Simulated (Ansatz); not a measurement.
**FGeH$_{3}$: density, localisation and related maps**

```xyz
5

Ge   -0.8551   -0.5471   -0.3383
H     0.7845   -0.0899    0.4274
F     1.1275   -0.2402   -0.7127
H    -1.1230    1.0129   -0.5110
H     0.0662   -0.1358    1.1346
```

A transition-state structure; geometry: PBE0-D4/def2-TZVP.

The calculation used RKS PBE0-D4/def2-TZVPP in Ansatz 0.2.0.

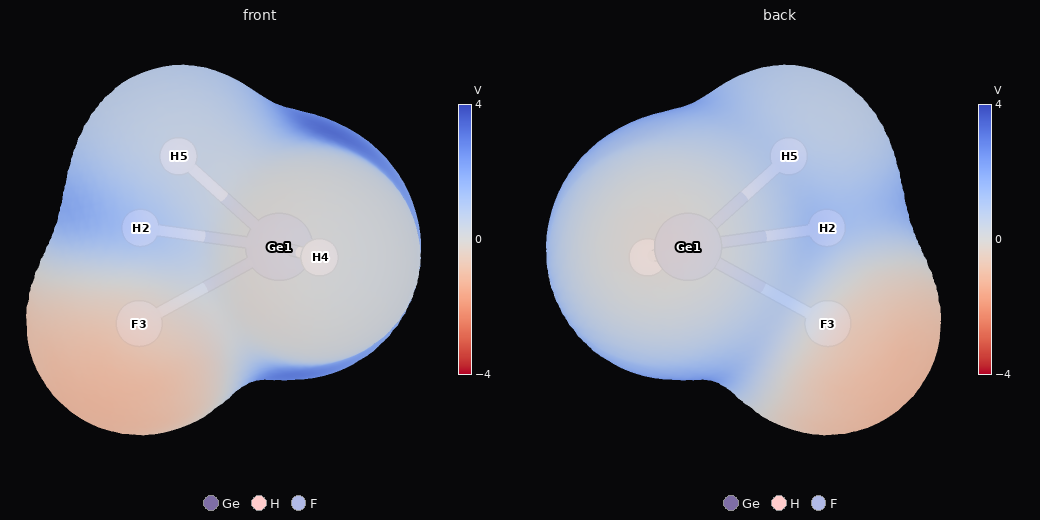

Figure 1. The electrostatic potential painted on the density surface at 0.004 e/bohr³, seen from the front and from behind; the colour scale runs from red (negative) to blue (positive).

Which sites attract a positive test charge, and which a negative one?

A positive charge is drawn to the negative regions and a negative charge to the positive ones. The most negative region (about −1.1 V, or −25 kcal/mol for a unit charge) lies over F3, the most positive (about +3.2 V, or +74 kcal/mol for a unit charge) over Ge1.

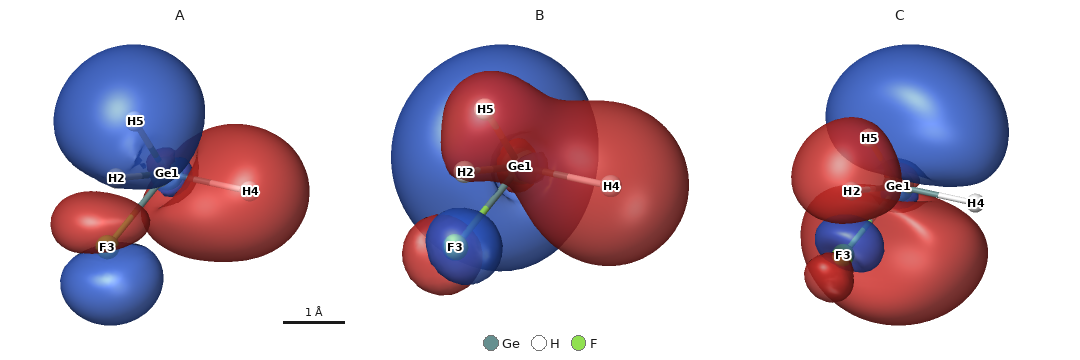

Figure 2. Three frontier orbitals at ±0.08 Å⁻³ᐟ² (blue and red are the two phases), in no order.

Order the three orbitals by energy and name them.

A is the HOMO−1 (−9.39 eV). Its weight (Hirshfeld) is mainly on F3 (about 25 %), H5 (about 25 %), Ge1 (about 25 %), H4 (about 10 %) and H2 (about 10 %). B is the HOMO (−7.35 eV). By Hirshfeld shares it lies mainly on Ge1 (about 70 %), H4 (about 20 %) and F3 (about 5 %). C is the LUMO (−2.05 eV). Its weight (Hirshfeld) is mainly on Ge1 (about 75 %), F3 (about 10 %) and H2 (about 5 %).

What is the HOMO–LUMO gap?

5.30 eV between the orbital energies.

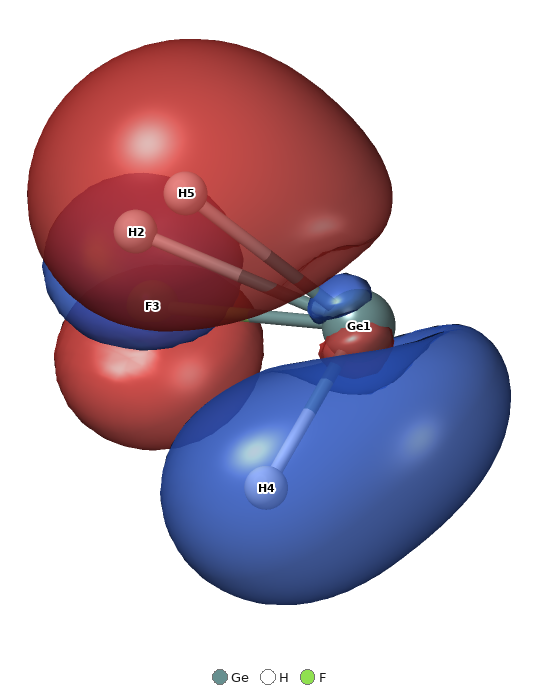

Figure 3. The HOMO−1 at ±0.1 Å⁻³ᐟ² (red and blue are the two phases), seen at an oblique angle.

What is the character of this orbital?

It lies mainly on F3 (about 25 %), H5 (about 25 %), Ge1 (about 25 %), H4 (about 10 %) and H2 (about 10 %). Its energy is −9.39 eV.
